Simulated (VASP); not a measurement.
Band structure of BeSe (zinc blende). Method: PBEsol GGA with spin-orbit coupling, VASP's PBE PAW potentials (set 64) (plane waves; VASP).

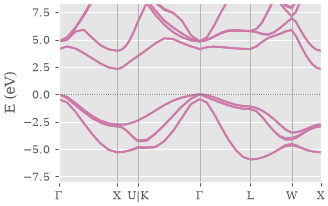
Figure. Bands along high-symmetry lines, zero at the valence-band maximum or, without a gap, the Fermi level

Task: Read the plot: is there a gap, and where are the band edges?

Result: The gap is indirect, 2.31 eV, from the valence maximum at Γ to the conduction minimum at X.

Measured: gap 4.00 eV (computed value off by -1.69 eV), as given by Das et al., (2018), arXiv:1807.05623.

The compound is BeSe in the zinc blende structure. It was relaxed first.
